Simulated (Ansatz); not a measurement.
**Two runs on SiN2H5OF**

System: SiN2H5OF, SMILES N[Si](N)(O)F.
Method of the first run: RKS PBE0-D4/def2-TZVPP (Ansatz 0.2.0).

The geometry comes from this level: PBE0-D4/def2-TZVP. Text and figures count atoms from 1; the logs count them from 0 in places.

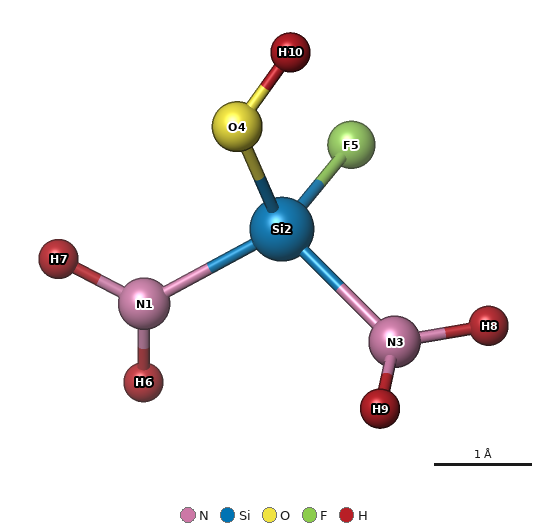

Fig. 1: The structure as given in the input (ball-and-stick view, seen at a tilt; atoms are numbered from 1 in the order of the input). Bond lengths as drawn: F–Si 1.60 Å, H–N 1.00 to 1.01 Å, H–O 0.96 Å, N–Si 1.68 to 1.69 Å and O–Si 1.64 Å.

Input, the first run:
```yaml
crystal:
  periodic: [false, false, false]
  atoms:
    - {symbol: N, position_ang: [-0.415753, 1.495419, -0.024829]}
    - {symbol: Si, position_ang: [0.063393, -0.096398, -0.298275]}
    - {symbol: N, position_ang: [-0.488663, -1.065147, 0.977805]}
    - {symbol: O, position_ang: [1.670979, 0.022602, -0.585141]}
    - {symbol: F, position_ang: [-0.553869, -0.827115, -1.586609]}
    - {symbol: H, position_ang: [-1.328326, 1.723125, 0.327296]}
    - {symbol: H, position_ang: [0.046591, 2.271965, -0.464079]}
    - {symbol: H, position_ang: [-0.741180, -2.027080, 0.831054]}
    - {symbol: H, position_ang: [-0.238858, -0.873712, 1.932481]}
    - {symbol: H, position_ang: [2.068785, -0.674859, -1.106904]}
basis:
  gaussian: {orbitals: def2-TZVPP}
hamiltonian: {xc: pbe0, dispersion: d4}
output: {orbitals: {seedname: orbitals}}
```

Hardware: 4 CPU threads, shared host.

Output (the first run):
```
Functional definition: PBE0
  parameter a = 0.25
  parameter kappa = 0.804
  parameter beta = 0.06672455060314922
  exchange = (1 - a)*pbe_x(kappa = kappa, mu = beta*pi^2/3) + a*exact_x
  correlation = pbe_c(beta = beta)
1203 factors; their error is unknown
mean field evaluation 1: about -15686.2685 eV, gradient 9.4e1 eV
mean field evaluation 2: about -15674.2315 eV, gradient 1.2e2 eV
mean field evaluation 4: about -15700.7552 eV, gradient 6.1e0 eV
mean field evaluation 8: about -15700.8085 eV, gradient 6.1e-2 eV
mean field evaluation 16: about -15700.8486 eV, gradient 3.1e-5 eV
mean field -15700.84860391 eV, -576.9955437762 hartree, gradient 3.1e-5 eV, S^2 0.000000; 0 other end points of the search recorded, 0 dependent functions left out
reference -15700.84863291 eV, -576.9955448421 hartree; 25, 25 occupied and 211, 211 virtual orbitals, 1203 factors
Total energy: -15701.01721977 eV, -577.0017402949 hartree
```

For the second run the input was changed thus:
```diff
-  gaussian: {orbitals: def2-TZVPP}
+  gaussian: {orbitals: "def2-QZVPP.json"}
```

How does the second run compare with the first run?

The total energy of the second run is 17.6 kcal/mol lower, which measures the change of basis and not a stability. The HOMO goes from −7.67 to −7.74 eV. The LUMO goes from 0.74 to 0.31 eV. The basis functions go from 236 to 448.

Output (the second run):
```
Functional definition: PBE0
  parameter a = 0.25
  parameter kappa = 0.804
  parameter beta = 0.06672455060314922
  exchange = (1 - a)*pbe_x(kappa = kappa, mu = beta*pi^2/3) + a*exact_x
  correlation = pbe_c(beta = beta)
1410 factors; their error is unknown
mean field evaluation 1: about -15686.1519 eV, gradient 9.7e1 eV
mean field evaluation 2: about -15671.7775 eV, gradient 1.3e2 eV
mean field evaluation 4: about -15701.5328 eV, gradient 7.0e0 eV
mean field evaluation 8: about -15701.6006 eV, gradient 8.0e-2 eV
mean field evaluation 16: about -15701.6110 eV, gradient 5.5e-5 eV
mean field -15701.61101592 eV, -577.0235619010 hartree, gradient 5.5e-5 eV, S^2 0.000000; 0 other end points of the search recorded, 0 dependent functions left out
reference -15701.61104965 eV, -577.0235631406 hartree; 25, 25 occupied and 423, 423 virtual orbitals, 1410 factors
Total energy: -15701.77963651 eV, -577.0297585933 hartree
```

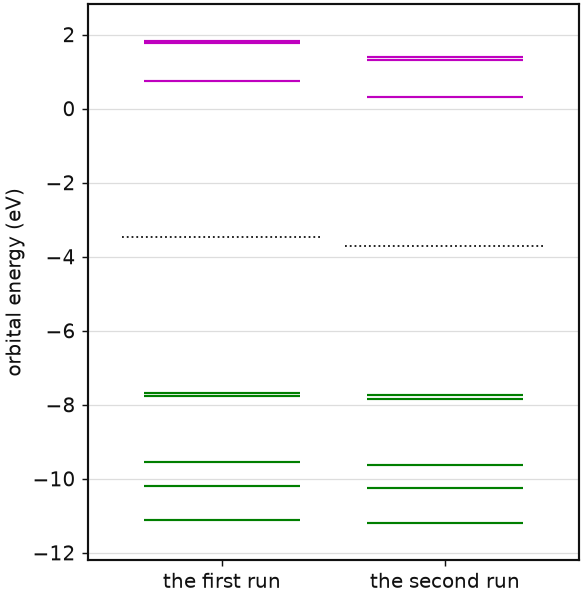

Fig. 2: The five highest filled and three lowest empty orbital energies of the two runs; the dotted lines part filled from empty levels. The HOMO–LUMO gap is 8.41 eV in the first run and 8.05 eV in the second run.

The two runs side by side:

```csv
quantity,the first run,the second run
outcome,converged,converged
total energy (hartree),−577.001740,−577.029759
HOMO (eV),−7.67,−7.74
LUMO (eV),0.74,0.31
basis functions,236,448
wall time (shared host),1.8 s,4.7 s
```
